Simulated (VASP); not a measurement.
# MgMo with rSCAN: from relaxation to properties, part 2 of 2

What structure does MgMo take at this level, and what are its properties? The cell is invented: it takes the structure of a Materials Project entry for MgZr (space group 166 there), with some of its atoms replaced by other elements, volume scaled by an estimate. It may not be a known or stable phase. Left out of this account: 2 further runs (core levels: core levels are not valid at this level; density of states: it ended just at its time limit, and its output was not read).

VASP 6.6.1; rSCAN; plane waves and PAW (Mo_sv, Mg); invented cell.

So far. Step 2 (Relaxing cell and atoms (rSCAN)): It ends with forces that vanish by symmetry and a pressure of 0.01 GPa. Step 3 (Second relaxation): It ends with forces that vanish by symmetry and a pressure of 0.07 GPa. The relaxed cell has a = 2.832, c = 14.652 Å (conventional setting).

### Step 4. Single point with fields (rSCAN)

A single point on the relaxed cell gives a clean self-consistent state, with density, ELF and potential written out.

Input file INCAR:

```
SYSTEM = MgMo
PREC = Accurate
ENCUT = 400
EDIFF = 1E-06
NELM = 100
ISMEAR = 1
SIGMA = 0.2
LREAL = .FALSE.
ALGO = Normal
METAGGA = RSCAN
LASPH = .TRUE.
LORBIT = 11
LWAVE = .FALSE.
LCHARG = .TRUE.
ISIF = 2
LELF = .TRUE.
LVHAR = .TRUE.
```

Input file POSCAR:

```
MgMo
1.0
    1.4159033038      0.8174726386      4.8840596074
   -1.4159033038      0.8174726386      4.8840596074
    0.0000000000     -1.6349443758      4.8840596185
Mo Mg
1 1
Direct
    0.5000000000      0.5000000000      0.5000000000
    0.0000000000      0.0000000000      0.0000000000
```

Input file KPOINTS:

```
Automatic mesh
0
Gamma
9 9 9
0 0 0
```

Potentials, in the order of the species: Mo_sv and Mg (PBE family, release 64).

Started as:

```
$ mpirun -np 1 vasp_std
```

The program printed:

```text
[... set-up lines as in an earlier step ...]
 entering main loop
       N       E                     dE             d eps       ncg     rms          rms(c)
DAV:   1     0.518512855722E+02    0.51851E+02   -0.92488E+03  2368   0.104E+03
DAV:   2    -0.491860288492E+02   -0.10104E+03   -0.97112E+02  2460   0.299E+02
DAV:   3    -0.509556519733E+02   -0.17696E+01   -0.16947E+01  2308   0.385E+01
DAV:   4    -0.509698636175E+02   -0.14212E-01   -0.14178E-01  2240   0.324E+00
DAV:   5    -0.509699714560E+02   -0.10784E-03   -0.10783E-03  2328   0.290E-01    0.121E+01
DAV:   6    -0.445818212044E+02    0.63882E+01   -0.31680E+00  2044   0.212E+01    0.206E+00
DAV:   7    -0.445847394982E+02   -0.29183E-02   -0.46102E-02  2272   0.215E+00    0.131E+00
DAV:   8    -0.445939809668E+02   -0.92415E-02   -0.36431E-02  2068   0.201E+00    0.535E-01
DAV:   9    -0.445953984657E+02   -0.14175E-02   -0.19825E-03  2332   0.512E-01    0.155E-01
DAV:  10    -0.445954657936E+02   -0.67328E-04   -0.27621E-04  2188   0.172E-01    0.273E-02
DAV:  11    -0.445954808305E+02   -0.15037E-04   -0.22902E-05  2204   0.443E-02    0.752E-03
DAV:  12    -0.445954788318E+02    0.19986E-05   -0.66784E-07  1212   0.927E-03    0.179E-03
DAV:  13    -0.445954788202E+02    0.11656E-07   -0.12319E-07  1056   0.378E-03
   1 F= -.44595479E+02 E0= -.44596699E+02  d E =0.366141E-02
```

The job ended after 3.4 min (1 MPI rank of AMD EPYC 9R14 (Zen 4), shared host; peak memory 0.19 GiB).

OUTCAR, selected parts (step 4):

```text
  LATTYP: Found a trigonal (rhomboedric) cell.
 ALAT       =     5.1504448283
 COS(alpha) =     0.8488501021

The static configuration has the point symmetry D_3d.

 Found     85 irreducible k-points:

   ENCUT  =  400.0 eV  29.40 Ry    5.42 a.u.   8.40  8.40  8.40*2*pi/ulx,y,z

   NELECT =      16.0000    total number of electrons

 E-fermi :   7.3761

 k-point     1 :       0.0000    0.0000    0.0000
  band No.  band energies     occupation
    ...
      5      -0.3615      2.00000
      6       3.4557      2.00000
      7       6.4226      2.00000
      8       7.1293      2.07089
      9       7.1293      2.07089
     10       9.7229     -0.00000
     11       9.7229     -0.00000
     12      11.5461      0.00000

 k-point     2 :       0.1111   -0.0000    0.0000
  band No.  band energies     occupation
    ...
      4     -28.0420      2.00000
      5       0.0111      2.00000
      6       3.8456      2.00000
      7       6.0932      2.00000
      8       6.7693      2.00015
      9       7.5236      0.05566
     10       9.5882     -0.00000
     11       9.9742     -0.00000
     12      11.7580      0.00000

  Total        0.0084517      0.0084517     -0.0052510      0.0000000     -0.0000000      0.0000000
  in kB        0.3992218      0.3992219     -0.2480338      0.0000000     -0.0000000      0.0000000
  external PRESSURE =       0.1834700 kB  Pullay stress =       0.0000000 kB

  energy-cutoff  :      400.00
  volume of cell :       33.92
      direct lattice vectors                 reciprocal lattice vectors
     1.415903304  0.817472639  4.884059607     0.353131459  0.203880497  0.068249223
    -1.415903304  0.817472639  4.884059607    -0.353131459  0.203880497  0.068249223
     0.000000000 -1.634944376  4.884059619     0.000000000 -0.407760994  0.068249260

 POSITION                                       TOTAL-FORCE (eV/Angst)
 -----------------------------------------------------------------------------------
      0.00000      0.00000      7.32609        -0.000000     -0.000000     -0.000000
      0.00000      0.00000      0.00000         0.000000      0.000000      0.000000
 -----------------------------------------------------------------------------------
    total drift:                                0.000000     -0.000000      0.000000

  FREE ENERGIE OF THE ION-ELECTRON SYSTEM (eV)
  ---------------------------------------------------
  free  energy   TOTEN  =       -44.5954788202 eV

  energy  without entropy=      -44.5991402262  energy(sigma->0) =      -44.59669929

[... 5 parts as in an earlier step ...]

[... 6 further parts left out ...]
```

Numbers from this step:

```
SCF cycles : 13
pressure   : 0.01835 GPa
```

Valence electrons inside each PAW sphere by angular momentum. Sphere charges, by row:

```
atom  s (e)  p (e)  d (e)  tot (e)
 Mo1  2.352  6.143  3.844    12.34
 Mg2  0.213  0.192  0.029    0.435
```

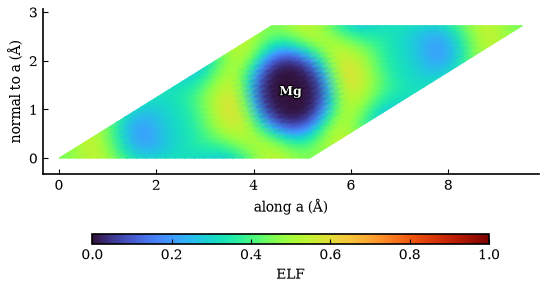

ELF in the ac plane of the cell as run, not the conventional one, at fractional y = 0.000, with atoms of Mg within 0.2 Å of it. It is the smooth field of the valence electrons, not physical close to the nuclei. The map starts off the cell's origin, so that atoms lie inside it.

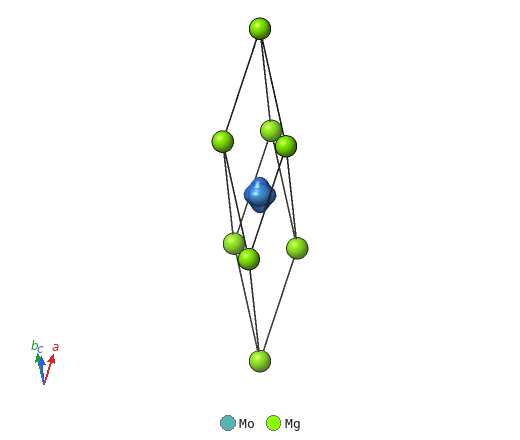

Surface of ELF = 0.7. Drawn on the cell as run, not the conventional one.

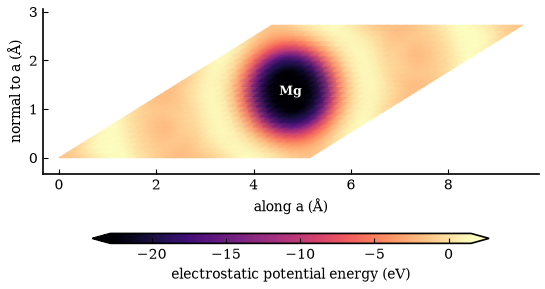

Electrostatic potential energy in the ac plane of the cell as run, not the conventional one, at fractional y = 0.000, with atoms of Mg within 0.2 Å of it. With pseudopotentials it is smooth inside the atoms' cores, unlike the true potential. The map starts off the cell's origin, so that atoms lie inside it.

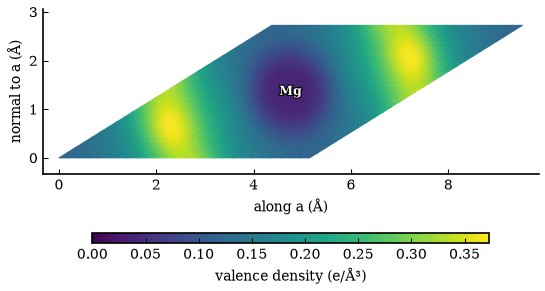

Valence density in the ac plane of the cell as run, not the conventional one, at fractional y = 0.000, with atoms of Mg within 0.2 Å of it. It is the smooth field of the valence electrons, not physical close to the nuclei. The map starts off the cell's origin, so that atoms lie inside it.

In this run the pressure is 0.02 GPa, small enough to go on.

### Step 5. Bands along the symmetry lines (rSCAN)

The mesh alone shows little of the dispersion and can miss band extrema, so KPOINTS_OPT adds a path through the symmetry points after the self-consistent cycle.

INCAR: that of step 4 with these lines changed.

```diff
@@ -13,5 +13,2 @@
 LWAVE = .FALSE.
-LCHARG = .TRUE.
-ISIF = 2
-LELF = .TRUE.
-LVHAR = .TRUE.
+LCHARG = .FALSE.
```

POSCAR is that of step 4.

KPOINTS is that of step 4.

Input file KPOINTS_OPT:

```
Line mode
16
Line-mode
Reciprocal
  0.00000000   0.00000000   0.00000000 GAMMA
  0.50000000   0.00000000   0.00000000 L

  0.50000000   0.00000000   0.00000000 L
  0.50000000   0.18534306  -0.18534306 B1

  0.81465694   0.50000000   0.18534306 B
  0.50000000   0.50000000   0.50000000 Z

  0.50000000   0.50000000   0.50000000 Z
  0.00000000   0.00000000   0.00000000 GAMMA

  0.00000000   0.00000000   0.00000000 GAMMA
  0.34267153   0.00000000  -0.34267153 X

  0.65732847   0.34267153   0.00000000 Q
  0.50000000   0.50000000   0.00000000 F

  0.50000000   0.50000000   0.00000000 F
  0.65732847   0.65732847   0.18534306 P1

  0.65732847   0.65732847   0.18534306 P1
  0.50000000   0.50000000   0.50000000 Z

  0.50000000   0.00000000   0.00000000 L
  0.81465694   0.34267153   0.34267153 P
```

Started as:

```
$ mpirun -np 1 vasp_std
```

The program printed:

```text
[... set-up lines as in an earlier step ...]
 entering main loop
       N       E                     dE             d eps       ncg     rms          rms(c)
[... 13 cycles as in an earlier step ...]
   1 F= -.44595479E+02 E0= -.44596699E+02  d E =0.366141E-02
 Start KPOINTS_OPT (optional k-point list driver)
k-point batch [1-85\144]
       N       E                     dE             ncg
DAV:   1    -0.115853614781E+05   -0.43731E+05     2352
DAV:   2    -0.205236326953E+05   -0.89383E+04     2448
DAV:   3    -0.206652591614E+05   -0.14163E+03     2332
DAV:   4    -0.206663203316E+05   -0.10612E+01     2136
DAV:   5    -0.206663288917E+05   -0.85602E-02     2232
DAV:   6    -0.206663290294E+05   -0.13768E-03     2208
DAV:   7    -0.206663290321E+05   -0.27277E-05     1560
DAV:   8    -0.206663290324E+05   -0.25882E-06     1200
k-point batch [86-144\144]
       N       E                     dE             ncg
DAV:   1     0.104789325448E+04   -0.40711E+05     1664
DAV:   2    -0.498483580511E+04   -0.60327E+04     1696
DAV:   3    -0.508050403248E+04   -0.95668E+02     1680
DAV:   4    -0.508113985808E+04   -0.63583E+00     1516
DAV:   5    -0.508114529826E+04   -0.54402E-02     1620
DAV:   6    -0.508114538163E+04   -0.83369E-04     1588
DAV:   7    -0.508114538307E+04   -0.14446E-05     1128
DAV:   8    -0.508114538325E+04   -0.17593E-06      804
```

Run time: 6 min. Hardware: 1 MPI rank; peak memory 0.19 GiB.

From OUTCAR (step 5):

```text
   NELECT =      16.0000    total number of electrons

 E-fermi :   7.3761

[... 20 parts as in an earlier step ...]

[... 2 further parts left out ...]
```

Spin-orbit coupling is off here; it would split degenerate levels.

The electronic bands at the labelled points (eV, zero at the Fermi level; # counts the bands kept):

```
    point     #1     #2     #3     #4     #5    #6
        Γ  -7.74  -3.92  -0.95  -0.25  -0.25  2.35
        L  -3.99  -3.33  -1.63  -0.16   1.31  3.99
       B1  -2.33  -1.63  -1.58  -1.10  -0.49  2.01
jump to B  -2.33  -1.63  -1.58  -1.10  -0.49  2.01
        Z  -6.09  -5.66  -2.36  -0.24  -0.24  2.39
        Γ  -7.74  -3.92  -0.95  -0.25  -0.25  2.35
        X  -2.18  -1.67  -1.57  -1.17  -0.60  2.17
jump to Q  -2.18  -1.67  -1.57  -1.17  -0.60  2.17
        F  -3.95  -3.42  -0.81  -0.73   1.37  2.28
       P1  -3.90  -3.51  -1.31   0.33   1.36  1.45
        Z  -6.09  -5.66  -2.36  -0.24  -0.24  2.39
jump to L  -3.99  -3.33  -1.63  -0.16   1.31  3.99
        P  -3.90  -3.51  -1.31   0.33   1.36  1.45
```

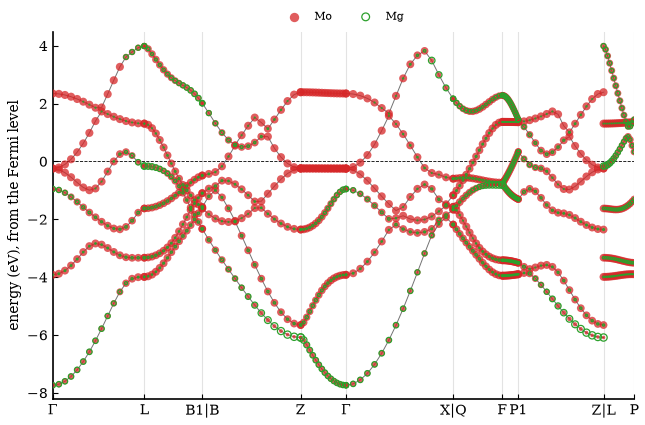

Electronic bands along the path; dots are coloured as in the legend, and their area grows with the weight.

There is no gap at this level.

### Step 6. Total and projected DOS (rSCAN)

A density of states needs more k-points than a total energy; ISMEAR = -5 takes tetrahedra, and LORBIT projects the states on the PAW spheres. The mesh is finer than in the run before.

INCAR: that of step 5 with these lines changed.

```diff
@@ -5,3 +5,3 @@
 NELM = 100
-ISMEAR = 1
+ISMEAR = -5
 SIGMA = 0.2
@@ -14 +14,2 @@
 LCHARG = .FALSE.
+NEDOS = 2001
```

POSCAR is that of step 5.

Input file KPOINTS:

```
Automatic mesh
0
Gamma
13 13 13
0 0 0
```

Started as:

```
$ mpirun -np 1 vasp_std
```

The program printed:

```text
[... set-up lines as in an earlier step ...]
 entering main loop
       N       E                     dE             d eps       ncg     rms          rms(c)
DAV:   1     0.506303108738E+02    0.50630E+02   -0.91919E+03  6432   0.104E+03
DAV:   2    -0.492302742991E+02   -0.99861E+02   -0.96149E+02  6480   0.297E+02
DAV:   3    -0.509545558332E+02   -0.17243E+01   -0.16601E+01  6524   0.380E+01
DAV:   4    -0.509665180936E+02   -0.11962E-01   -0.11978E-01  5908   0.322E+00
DAV:   5    -0.509666176436E+02   -0.99550E-04   -0.99861E-04  6516   0.289E-01    0.121E+01
DAV:   6    -0.445792390913E+02    0.63874E+01   -0.31467E+00  5576   0.212E+01    0.206E+00
DAV:   7    -0.445826050204E+02   -0.33659E-02   -0.43769E-02  6228   0.211E+00    0.130E+00
DAV:   8    -0.445904237931E+02   -0.78188E-02   -0.38167E-02  5692   0.204E+00    0.494E-01
DAV:   9    -0.445914914848E+02   -0.10677E-02   -0.19010E-03  6252   0.494E-01    0.138E-01
DAV:  10    -0.445916970580E+02   -0.20557E-03   -0.20992E-04  5888   0.157E-01    0.264E-02
DAV:  11    -0.445918163961E+02   -0.11934E-03   -0.17209E-05  6068   0.420E-02    0.613E-03
DAV:  12    -0.445915402819E+02    0.27611E-03   -0.30342E-06  5888   0.121E-02    0.272E-03
DAV:  13    -0.445915754394E+02   -0.35158E-04   -0.34691E-07  2912   0.563E-03    0.131E-03
DAV:  14    -0.445915402895E+02    0.35150E-04   -0.89751E-08  2820   0.247E-03    0.197E-04
DAV:  15    -0.445915401643E+02    0.12517E-06   -0.10036E-08  2800   0.892E-04
   1 F= -.44591540E+02 E0= -.44591540E+02  d E =0.000000E+00
 -----------------------------------------------------------------------------
|                                                                             |
|           W    W    AA    RRRRR   N    N  II  N    N   GGGG   !!!           |
|           W    W   A  A   R    R  NN   N  II  NN   N  G    G  !!!           |
|           W    W  A    A  R    R  N N  N  II  N N  N  G       !!!           |
|           W WW W  AAAAAA  RRRRR   N  N N  II  N  N N  G  GGG   !            |
|           WW  WW  A    A  R   R   N   NN  II  N   NN  G    G                |
|           W    W  A    A  R    R  N    N  II  N    N   GGGG   !!!           |
|                                                                             |
|     Tetrahedron method does not include variations of the Fermi             |
|     occupations, so forces and stress will be inaccurate. We suggest        |
|     using a different smearing scheme ISMEAR = 1 or 2 for metals in         |
|     relaxations.                                                            |
|                                                                             |
 -----------------------------------------------------------------------------
```

The job ended after 9.8 min (1 MPI rank; peak memory 0.24 GiB).

From OUTCAR (step 6):

```text
   k-points           NKPTS =    231   k-points in BZ     NKDIM =    231   number of bands    NBANDS=     12

   NELECT =      16.0000    total number of electrons

 E-fermi :   7.3500

 k-point     1 :       0.0000    0.0000    0.0000
  band No.  band energies     occupation
    ...
      5      -0.3654      2.00000
      6       3.4743      2.00000
      7       6.4200      2.00000
      8       7.1598      2.00000
      9       7.1598      2.89920
     10       9.7504      0.00000
     11       9.7504      0.00000
     12      11.5504      0.00000

  Total        0.0384185      0.0384185      0.0315058      0.0000000      0.0000000     -0.0000000
  in kB        1.8147289      1.8147297      1.4882052      0.0000000      0.0000001     -0.0000000
  external PRESSURE =       1.7058880 kB  Pullay stress =       0.0000000 kB

 POSITION                                       TOTAL-FORCE (eV/Angst)
 -----------------------------------------------------------------------------------
      0.00000      0.00000      7.32609         0.000000     -0.000000     -0.000000
      0.00000      0.00000      0.00000        -0.000000      0.000000      0.000000
 -----------------------------------------------------------------------------------
    total drift:                                0.000000     -0.000000      0.000000

  FREE ENERGIE OF THE ION-ELECTRON SYSTEM (eV)
  ---------------------------------------------------
  free  energy   TOTEN  =       -44.5915401643 eV

  energy  without entropy=      -44.5915401643  energy(sigma->0) =      -44.59154016

[... 6 parts as in an earlier step ...]

[... 10 further parts left out ...]
```

With tetrahedra the forces and stress of a metal are not exact derivatives of the energy.

This step gave:

| Item | Value |
| --- | --- |
| SCF cycles | 15 |
| irreducible k-points | 231 |
| free energy (TOTEN) | -44.59 eV |
| Fermi energy | 7.35 eV |
| pressure | 0.1706 GPa |
| DOS at the Fermi level | 1.495 states/eV/cell |

The density of states has structure finer than the step of the table below, so its rows give means over 1 eV, whole bins alone (the curve runs from -12.0 to 4.2 eV). Peaks (eV: height): total -3.8: 1.51, -3.3: 1.93, -1.7: 3.65, -0.9: 2.25, 1.4: 2.28, 2.0: 2.51; Mo d -3.8: 0.629, -2.4: 1.03, -1.7: 2.10, -0.9: 1.47, 1.4: 1.76, 2.0: 1.76.

States under -12.0 eV and over 4.2 eV are left out. Table of density of states by energy, zero at the Fermi level; means over each step; values in states/eV/cell:

```csv
energy (eV),total,Mo d
-9,0,0
-8,0.00806,3.4e-5
-7,0.151,0.00144
-6,0.294,0.00875
-5,0.440,0.0428
-4,0.956,0.312
-3,1.71,0.891
-2,1.87,1.06
-1,1.73,1.04
0,1.54,0.896
1,1.60,1.13
2,1.71,1.14
3,0.828,0.438
```

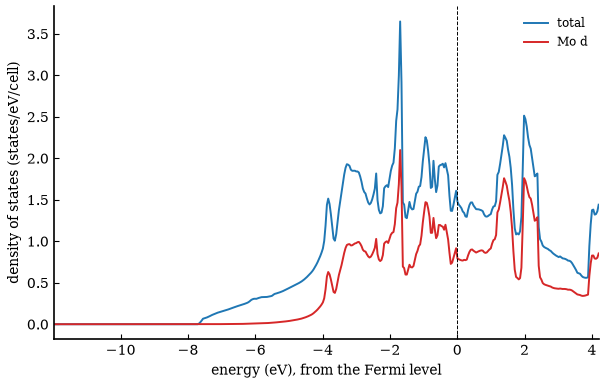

Density of states, plotted against energy.

The finer mesh and the other smearing move the Fermi level by -0.03 eV from the 9×9×9 run, a small shift, which tests the Fermi level alone.

### Step 7. Zone-centre phonons (rSCAN)

Zone-centre modes test whether the atoms sit at a minimum within this cell. IBRION = 6 takes the force constants from differences of forces between displaced cells, so the forces must be tight.

Input file INCAR:

```
SYSTEM = MgMo
PREC = Accurate
ENCUT = 400
EDIFF = 1E-08
NELM = 100
ISMEAR = 1
SIGMA = 0.2
LREAL = .FALSE.
ALGO = Normal
METAGGA = RSCAN
LASPH = .TRUE.
LORBIT = 11
LWAVE = .FALSE.
LCHARG = .FALSE.
IBRION = 6
NFREE = 2
POTIM = 0.015
ISIF = 2
NSW = 1
```

POSCAR is that of step 6.

Input file KPOINTS:

```
Automatic mesh
0
Gamma
9 9 9
0 0 0
```

Started as:

```
$ mpirun -np 1 vasp_std
```

The program printed:

```text
[... set-up lines as in an earlier step ...]
 entering main loop
       N       E                     dE             d eps       ncg     rms          rms(c)
[... 11 cycles as in an earlier step ...]
DAV:  12    -0.445954788361E+02    0.19944E-05   -0.71576E-07  2312   0.927E-03    0.177E-03
DAV:  13    -0.445954788087E+02    0.27359E-07   -0.75926E-08  2208   0.255E-03    0.471E-04
DAV:  14    -0.445954787974E+02    0.11326E-07   -0.72154E-09  1136   0.896E-04    0.176E-04
DAV:  15    -0.445954788023E+02   -0.49145E-08   -0.74488E-10  1048   0.285E-04
   1 F= -.44595479E+02 E0= -.44596699E+02  d E =0.366054E-02
[...]
2 F= -.44595335E+02 E0= -.44596555E+02  d E =0.366042E-02
[...]
3 F= -.44595335E+02 E0= -.44596555E+02  d E =0.366041E-02
[...]
4 F= -.44594755E+02 E0= -.44595974E+02  d E =0.365697E-02
[...]
5 F= -.44594755E+02 E0= -.44595974E+02  d E =0.365697E-02
 Finite differences progress:
  Degree of freedom:   2/  4
  Displacement:        2/  2
  Total:               4/  8
[...]
N       E                     dE             d eps       ncg     rms          rms(c)
DAV:   1    -0.445837440261E+02    0.11011E-01   -0.14267E+00  4920   0.165E+01    0.151E-01
 hard stop encountered!  aborting job ...
 -----------------------------------------------------------------------------
|                                                                             |
|           W    W    AA    RRRRR   N    N  II  N    N   GGGG   !!!           |
|           W    W   A  A   R    R  NN   N  II  NN   N  G    G  !!!           |
|           W    W  A    A  R    R  N N  N  II  N N  N  G       !!!           |
|           W WW W  AAAAAA  RRRRR   N  N N  II  N  N N  G  GGG   !            |
|           WW  WW  A    A  R   R   N   NN  II  N   NN  G    G                |
|           W    W  A    A  R    R  N    N  II  N    N   GGGG   !!!           |
|                                                                             |
|     The electronic self-consistency was not achieved in the given           |
|     number of steps (NELM). The forces and other quantities evaluated       |
|     might not be reliable so examine the results carefully. If you find     |
|     spurious results, we suggest increasing NELM, if you were close to      |
|     convergence or switching to a different ALGO or adjusting the           |
|     density mixing parameters otherwise.                                    |
|                                                                             |
 -----------------------------------------------------------------------------

 soft stop encountered!  aborting job ...
```

Run time: 21 min. Hardware: 1 MPI rank.

The run was stopped at its time limit, by a STOPCAR file.

More ranks or a longer limit would be the way on.

### Step 8. Results

- relaxed volume: 16.96 Å³/atom
- relaxed conventional cell a, b, c: 2.832, 2.832, 14.652 Å; angles 90.0, 90.0, 120.0°
- space group after relaxing, within 0.02 Å: R-3m (No. 166)
- band gap: none, a metal
- DOS at the Fermi level: 1.49 states/eV/cell

In words: With rSCAN, MgMo relaxes to 16.96 Å³/atom in space group R-3m (held by the symmetry of the run) and comes out as a metal. Not obtained: zone-centre phonons (rSCAN), because the run hit its time limit. Bands along the symmetry lines (rSCAN): Of the bands kept, 2 cross the Fermi level on this path. Spin-orbit coupling is left out; it would split some degenerate bands. The k-sampling is coarse for a metal, so the Fermi level, pressures and the shape of the cell carry errors. No search among competing phases was made. All values are for a static lattice at zero temperature.

[Lines on the potential files, build, host, timing and source positions are cut from VASP's logs without a mark.]

[Logs are printed without paths, hosts, clocks, repeated set-up lines and the standing remarks that a program may print on its own settings, such as how far it seeks lower states.]

[Hosts, paths, dates, database ids (printed as entryN), source tags and the programs' standing remarks are cut or masked in the printed files.]

[A measured line is paired with the nearest computed mode of its activity, which favours agreement.]
